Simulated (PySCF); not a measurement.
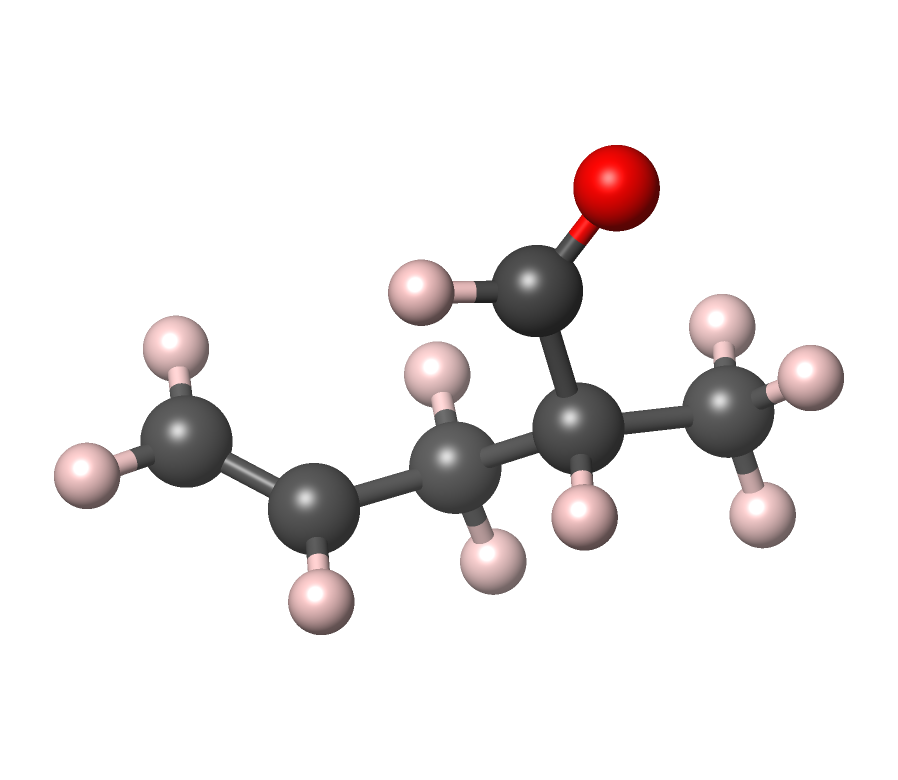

Every bond is drawn as one stick, whatever its order. Colours: carbon dark grey, oxygen red, hydrogen pink.

The computed structure is the end point of a GFN2-xTB optimisation. No frequency run is at hand to confirm it as a minimum.

**Give the formula.**

C₆H₁₀O, 17 atoms: 6 carbon, 10 hydrogen and 1 oxygen.

**How many bonds of each kind are drawn?**

10 C–H, 5 C–C, 1 C–O.

More results for the same structure follow; atom numbers are the same in all pictures, views and colours differ.

### Geometry

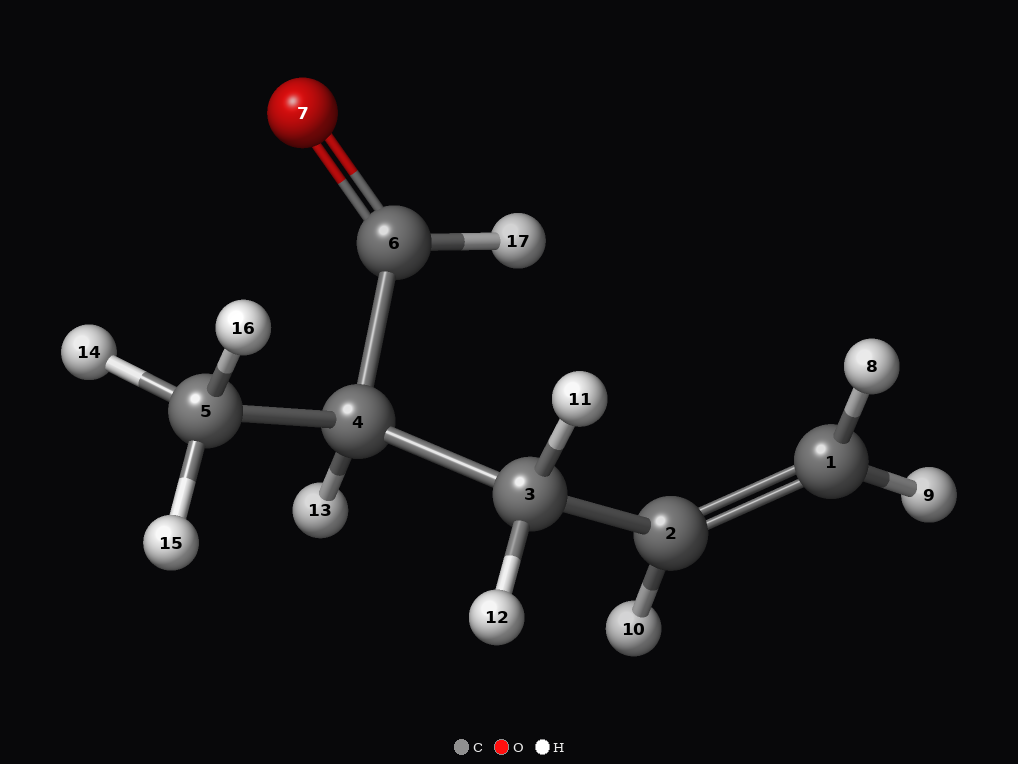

Numbered structure. No frequency run is at hand to confirm it as a minimum.

**How are the neighbours of atom 2 arranged?**

C2 has 3 neighbours (C1 at 1.32, C3 at 1.50, H10 at 1.08 Å); the arrangement is trigonal planar.

**Describe the coordination of atom 5.**

C5 has 4 neighbours (C4 at 1.52, H14 at 1.09, H15 at 1.09, H16 at 1.09 Å); the arrangement is tetrahedral.

**What is the geometry at C1?**

C1 has 3 neighbours (C2 at 1.32, H8 at 1.08, H9 at 1.08 Å); the arrangement is trigonal planar.

**How are the neighbours of atom 6 arranged?**

C6 has 3 neighbours (C4 at 1.51, O7 at 1.20, H17 at 1.11 Å); the arrangement is trigonal planar.

**What is the dihedral angle C5–C4–C6–O7?**

10° in size, that is syn (eclipsed).

### Dipole moment

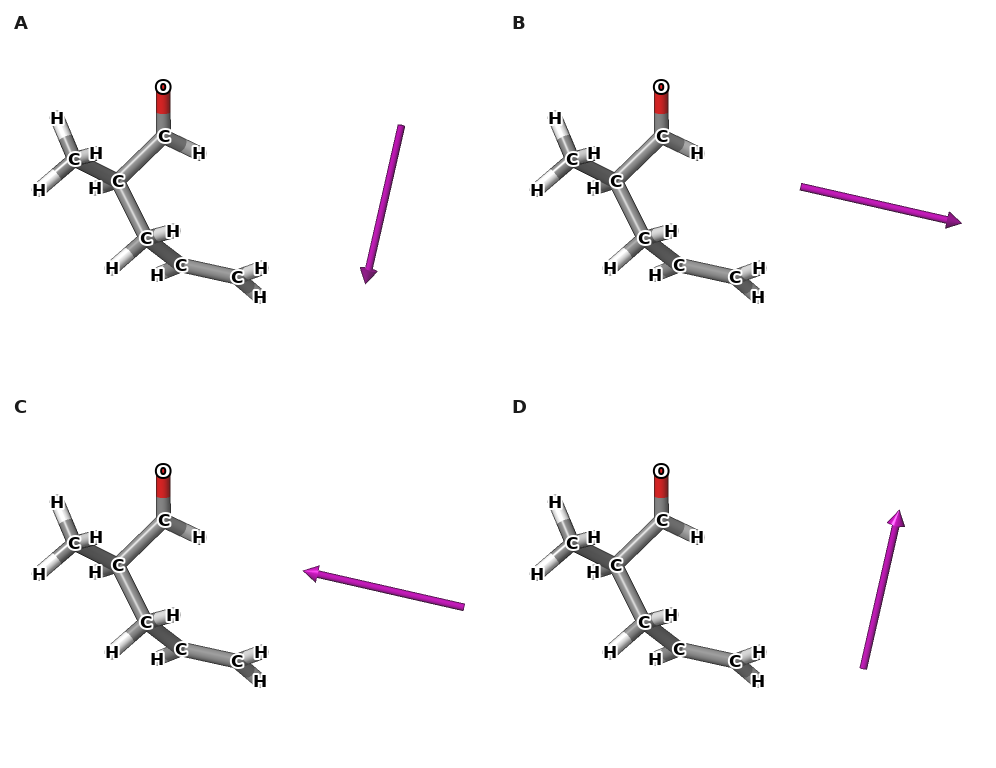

The same molecule four times, each with an arrow. No frequency run is at hand to confirm it as a minimum. Properties computed with PBE0/def2-SVPD, gas phase (PySCF 2.14.0).

**Which arrow points along the dipole moment, from the negative to the positive end?**

A. The dipole moment is 2.88 D.

### NMR shielding

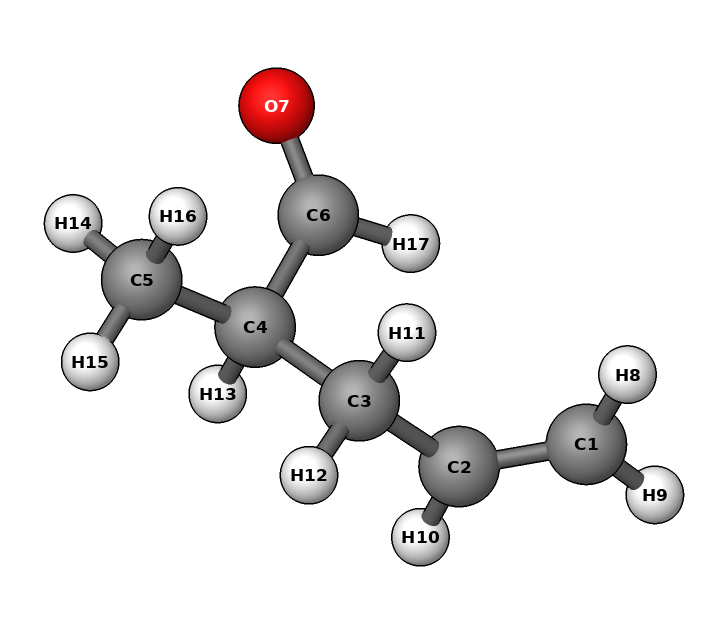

No frequency run is at hand to confirm it as a minimum. Properties computed with GIAO PBE0/pcSseg-1 NMR shielding, non-relativistic, gas phase (PySCF 2.14.0). Principal shieldings σ11 ≤ σ22 ≤ σ33, span Ω = σ33 − σ11, skew κ = 3(σiso − σ22)/Ω.

Give the shielding tensors of the C atoms.

```tsv
atom	σ11	σ22	σ33	σiso	Ω	κ
C1	−52.5	79.8	157.3	61.5	209.8	−0.26
C2	−78.5	48.4	153.2	41.0	231.6	−0.09
C3	123.6	139.8	168.1	143.8	44.6	0.27
C4	118.7	146.0	154.0	139.6	35.3	−0.55
C5	163.7	165.7	184.1	171.2	20.4	0.81
C6	−117.9	−49.7	97.0	−23.5	214.8	0.37
```

Shieldings and span in ppm.

### Charges

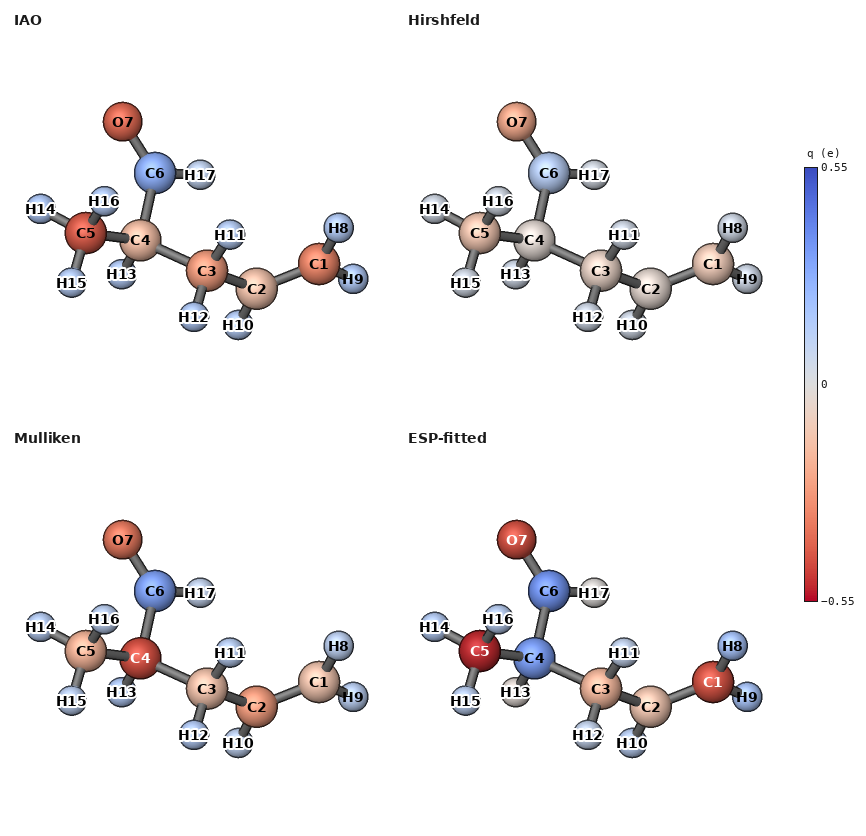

Atomic charges of one calculation by 4 schemes, on one colour scale. No frequency run is at hand to confirm it as a minimum. Method: PBE0/pcSseg-1 (PySCF 2.14.0).

**On which atom do the schemes disagree most?**

On C4 (from −0.45 to 0.33 e).

List the charges (e), one line for each set of equivalent atoms.

```csv
atom,IAO,Hirshfeld,Mulliken,ESP-fitted
C1,−0.32,−0.10,−0.13,−0.44
C2,−0.14,−0.04,−0.26,−0.12
C3,−0.26,−0.06,−0.14,−0.17
C4,−0.15,−0.03,−0.45,0.33
C5,−0.42,−0.12,−0.19,−0.51
C6,0.26,0.13,0.31,0.35
O7,−0.39,−0.22,−0.35,−0.44
H8,0.15,0.05,0.11,0.19
H9,0.15,0.05,0.12,0.18
H10,0.14,0.04,0.10,0.12
H11,0.14,0.04,0.12,0.09
H12,0.15,0.05,0.14,0.08
H13,0.15,0.05,0.15,−0.02
H14,0.16,0.04,0.13,0.13
H15,0.14,0.04,0.11,0.12
H16,0.14,0.04,0.11,0.12
H17,0.10,0.03,0.09,−0.01
```

### Excitation

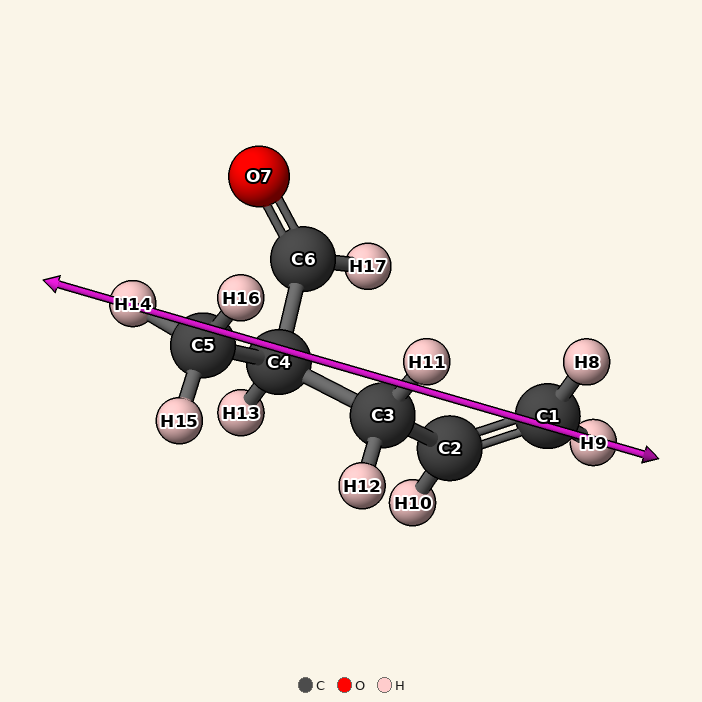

The double arrow shows the direction of the transition dipole to excited singlet state 2 (its length means nothing). No frequency run is at hand to confirm it as a minimum. Level of theory: TDDFT PBE0/def2-SVPD, vertical, gas phase, core orbitals frozen in the response (PySCF 2.14.0).

**Where does the transition lie, and how strong is it?**

6.07 eV (204 nm), oscillator strength 0.017, mainly HOMO−1 → LUMO (weight 0.88); transition dipole 0.85 D.

Mulliken values depend strongly on the basis set and can even reverse the polarity of a bond.
